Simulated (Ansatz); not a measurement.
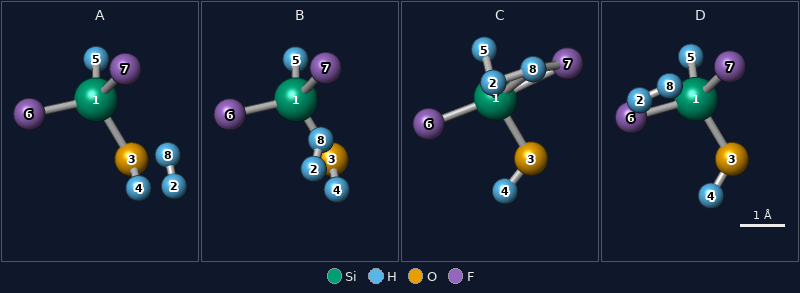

4 geometries from a converged minimum-energy path of SiH4OF2, shuffled. Style: ball-and-stick. Shown face on.

All numbers below come from RKS PBE0-D4/def2-SVP in Ansatz. Settings: 7 movable images; climbing image; force threshold 0.05 eV/Å; iteration limit 60; starting path through a guess of the saddle point.

Which frame is the transition state?

C. In order along the path, whose images run from 0 to 8: C (image 3, +1.22 eV), D (image 5, −0.90 eV), B (image 7, −1.00 eV), A (image 8, −1.01 eV). Breaking: F7–H8 (0.94 → 1.19 at the top → 2.52 Å), Si1–H2 (1.48 → 1.68 at the top → 3.86 Å). Forming: H2–H8 (3.01 → 0.99 at the top → 0.76 Å), Si1–F7 (2.98 → 1.89 at the top → 1.61 Å).

Cost: 4 min on 1 thread of Arm Neoverse V2, with other jobs on the host, peak memory 0.15 GiB.
